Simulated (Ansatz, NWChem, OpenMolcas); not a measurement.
# Computed against measured: dipole moment

10 molecules with halogens; the dipole moment in D, computed less measured. Shapes, held fixed at every level: PBE0-D4/def2-TZVP. No vibrational averaging. Dipoles are compared by magnitude; molecules under 1 D, whose direction can flip, are left out. Programs: Ansatz 0.2.0, NWChem 7.3.0, OpenMolcas 26.06. A level may come from different programs for different species; with the same settings they agree closely. Measured values: NIST CCCBDB.

Levels: A = HF/def2-SVP; B = B3LYP/6-31G* (Cartesian functions); C = wB97M-V/def2-TZVPP.

| molecule | measured | A | B | C |
| --- | --- | --- | --- | --- |
| CHFO (formyl fluoride) | 2.02 | +0.44 | -0.05 | +0.09 |
| CHCl2F (dichlorofluoromethane) | 1.29 | +0.27 | +0.05 | -0.04 |
| SiH3Cl (chlorosilane) | 1.31 | +0.26 | +0.37 | -0.07 |
| SO2F2 (sulfuryl fluoride) | 1.12 | +0.01 | +0.06 | +0.04 |
| C2F3N (cyanotrifluoromethane) | 1.33 | -0.16 | +0.15 | +0.07 |
| C2H2F2 (vinylidene fluoride) | 1.38 | +0.08 | -0.43 | -0.24 |
| C2H3F3 (1,1,1-trifluoroethane) | 2.32 | +0.26 | -0.31 | -0.04 |
| C2H4F2 (1,1-difluoroethane) | 2.27 | +0.25 | -0.34 | -0.08 |
| C2H5Br (bromoethane) | 2.03 | +0.26 | +0.21 | +0.10 |
| C2H5F (SMILES CCF) | 1.96 | +0.20 | -0.26 | -0.09 |

Task: Which level does best on this set, which worst, and which err to one side?

Result: 
| level | kind | mean error | mean absolute error | worst case |
| --- | --- | --- | --- | --- |
| HF/def2-SVP | Hartree–Fock | +0.187 | 0.219 | CHFO |
| B3LYP/6-31G* (Cartesian functions) | global hybrid | -0.055 | 0.223 | C2H2F2 |
| wB97M-V/def2-TZVPP | range-separated hybrid | -0.026 | 0.086 | C2H2F2 |

On this set wB97M-V/def2-TZVPP has the smallest mean absolute error and B3LYP/6-31G* (Cartesian functions) the largest. Without C2H2F2 the largest would be that of HF/def2-SVP. HF/def2-SVP is too high in 9 of 10. The tabulated value of C2F3N is in doubt (older tables, estimates, or at odds with other calculations) and kept here. Over the 9 molecules whose values aren't doubted the mean absolute errors are A 0.226; B 0.231; C 0.088. The largest two are near a tie. Relativity is left out for Br. The set is small.

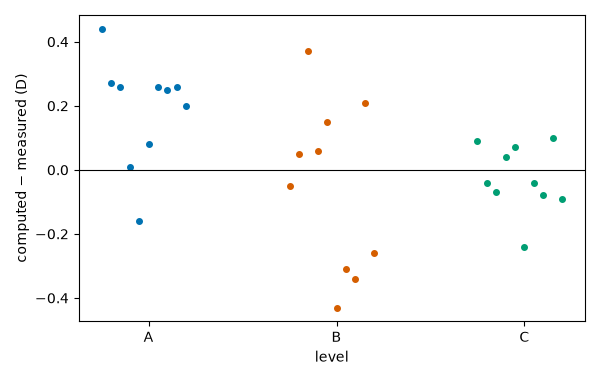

Errors of each level, one point a molecule.
